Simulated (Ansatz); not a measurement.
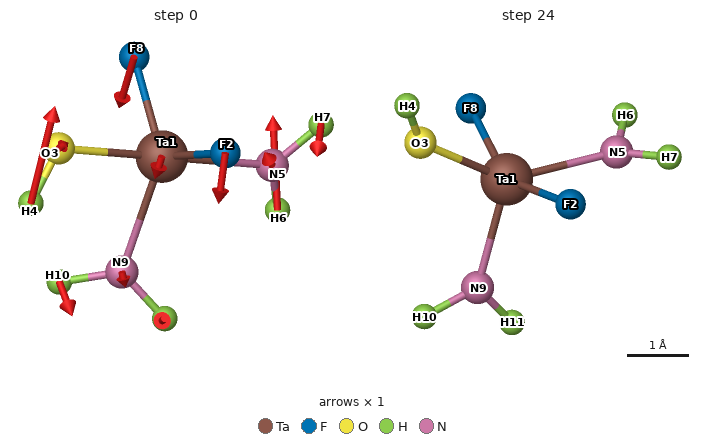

The structure of TaN2H5OF2 before (left) and after (right) a relaxation, at one scale. The red arrows give the displacements, at their true length.

Style: ball-and-stick. Shown at a tilt.

The run prepares the start of a later molecular dynamics calculation, from a guessed geometry.

Computed with RKS PBE-D4/def2-SVP (Ansatz).

Input file:
```yaml
crystal:
  periodic: [false, false, false]
  atoms:
    - { symbol: Ta, position_ang: [0.0, 0.0, 0.0] }
    - { symbol: F, position_ang: [1.93, 0.0, 0.0] }
    - { symbol: O, position_ang: [0.0, 0.0, 2.02] }
    - { symbol: H, position_ang: [-0.2547, -0.9174, 2.3571] }
    - { symbol: "N", position_ang: [0.0, 0.0, -2.16] }
    - { symbol: H, position_ang: [-0.6116, -0.6845, -2.69] }
    - { symbol: H, position_ang: [0.6116, 0.6845, -2.69] }
    - { symbol: F, position_ang: [-0.965, 1.6714, 0.0] }
    - { symbol: "N", position_ang: [-1.08, -1.8706, 0.0] }
    - { symbol: H, position_ang: [-1.8056, -2.0636, 0.7482] }
    - { symbol: H, position_ang: [-0.8844, -2.5955, -0.7482] }
basis:
  gaussian: { orbitals: def2-SVP }
hamiltonian:
  xc: pbe
  dispersion: d4
relax:
  f_tol: 0.02
  max_steps: 40
```

Command:
```bash
ansatz run input.yaml --threads 2 --pin off --max-ram 3072MiB --backend cpu --events-out ev --progress --plain --runs-dir out
```

**Summarise the run.**

The energy falls by 150.2 kJ/mol in 23 accepted moves (24 points after the start). The largest force component goes from 2 to 0.017 eV/Å. The line search rejected the trial step at point 21 of the run. H4 moves most after the best rigid fit: 1.74 Å. Largest moves by element: H 1.74 Å, F 1.12 Å, Ta 0.44 Å, N 0.34 Å, O 0.23 Å. Among the contacts that change: Ta1–N9 2.160 → 1.967 Å, Ta1–N5 2.160 → 2.001 Å, Ta1–O3 2.020 → 1.919 Å, O3–H4 1.010 → 0.970 Å. Among the angles between lasting bonds that change: O3–Ta1–N5 180.0° → 144.7°, Ta1–O3–H4 109.5° → 144.0°, F2–Ta1–F8 120.0° → 153.0°. Groups turn about Ta1–N9 by about 35°.
